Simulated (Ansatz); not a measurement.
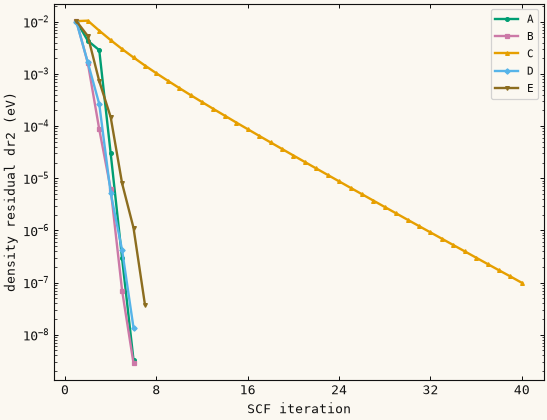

Several SCF runs on one cell, each with SCF settings of its own.
The run: MgO (Fm-3m, 2 atoms in the cell), by DFT, r2SCAN, PAW, plane waves, scalar-relativistic in Ansatz 0.2.0; cutoff 500 eV, 9×9×9 k-mesh, Fermi–Dirac smearing of 0.05 eV.
All start from atomic densities corrected by a trained network.

A: Broyden, beta 0.9, history 2, no preconditioner
B: default SCF settings
C: linear mixing, beta 0.2, Kerker
D: Anderson, beta 0.5, backtracking line search
E: Broyden, beta 0.5, preconditioner kerker

Question: How did each run end?

Answer: Run A converged in 6 iterations. Run B converged in 6 iterations. Run D converged in 6 iterations. Run E converged in 7 iterations. Run C converged in 40 iterations.

The converged runs agree in energy within 1 meV per atom.
